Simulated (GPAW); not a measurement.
Consider TiC (rock-salt (TiC)1-x(ZrC)x, x = 0, Fm-3m).

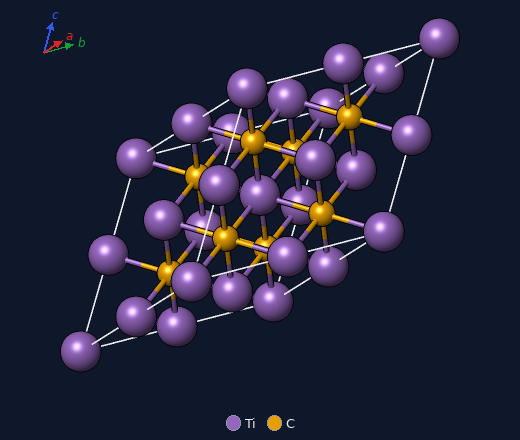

The structure (titanium purple, carbon orange). Bonds to atoms that aren't drawn are left out. Some periodic images of atoms are drawn too.

```xyz
16
Lattice="0.0000 4.3280 4.3280 4.3280 0.0000 4.3280 4.3280 4.3280 0.0000" Properties=species:S:1:pos:R:3 pbc="T T T"
Ti    0.0000    0.0000    0.0000
C     2.1640    4.3280    4.3280
Ti    2.1640    2.1640    0.0000
C     4.3280    6.4920    4.3280
Ti    2.1640    0.0000    2.1640
C     4.3280    4.3280    6.4920
Ti    4.3280    6.4920    6.4920
C     6.4920    6.4920    6.4920
Ti    0.0000    2.1640    2.1640
C     2.1640    2.1640    2.1640
Ti    6.4920    4.3280    6.4920
C     4.3280    4.3280    2.1640
Ti    2.1640    2.1640    4.3280
C     4.3280    2.1640    4.3280
Ti    4.3280    4.3280    4.3280
C     6.4920    4.3280    4.3280
```

Absorber: atom 2, with 6 Ti at 2.16 Å (octahedral). Method: GPAW, LDA, excited-electron core hole (neutral cell), 16-atom cell with 6.1 Å between holes, 6×6×6 k points, dipole transitions, Gaussian full width 0.9 eV up to 4 eV, rising linearly to 3.5 eV at 25 eV.

**Question.** Where do the maxima of the C K edge fall?

Main maxima up to 24 eV above the zero (height): 3.1 eV (2.67), 6.5 eV (1.42) and 13.6 eV (1.92). A K edge sees empty p states; the first features are C p mixed into the empty d states of the Ti neighbours, and the broad ones above probably into the cations' higher empty bands. The total-energy difference is 284.90 eV. One term is added: -6.67 eV, since the hole is spin-paired here and a spin-polarised one costs that much less in the free atom (computed apart). The photon energy is then 278.23 eV. The functional leaves an error in such absolute values: in the free atom LDA prices this hole 2.9 eV below PBE (computed apart), and PBE is itself good to a few eV.

The C K spectrum (energy from the lowest empty level; intensity scaled to a mean of 1 over the first 20 eV):

```tsv
E (eV)	intensity
-2.0	0.00
-0.5	0.08
1.0	0.81
2.5	1.93
4.0	1.21
5.5	0.88
7.0	1.22
8.5	0.11
10.0	0.45
11.5	1.18
13.0	1.79
14.5	1.59
16.0	0.73
17.5	0.47
19.0	0.49
20.5	0.45
22.0	0.36
23.5	0.28
25.0	0.27
26.5	0.37
28.0	0.61
29.5	0.87
```

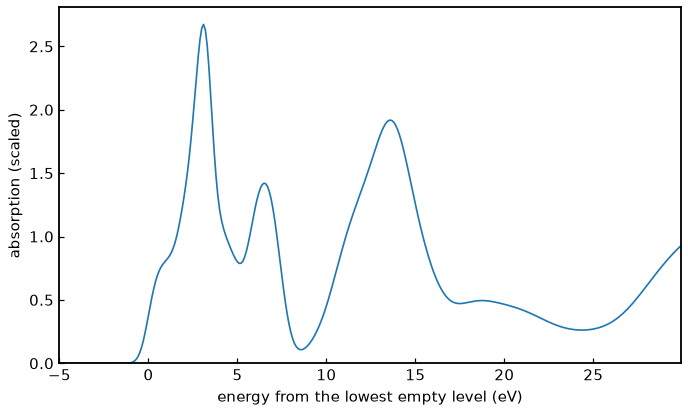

The C K edge.

The holes are only 6.1 Å apart, so the shape is probably not converged with cell size; no larger cell was run here.

[Banner, clock and machine lines of the logs are left out without a mark of their own.]

[Logs are printed without paths, hosts, clocks, repeated set-up lines and the standing remarks that a program may print on its own settings, such as how far it seeks lower states.]

[Hosts, paths, dates, database ids (printed as entryN), source tags and the programs' standing remarks are cut or masked in the printed files.]

[Lists of maxima count a maximum above −3 eV only where it reaches 4 % of the highest in the window and stands out from its surroundings by 2 % of it (1.5 % where it reaches 55 %); shoulders and weaker maxima are passed over, and of the rest the first, up to two pre-edge ones and the few strongest are named.]
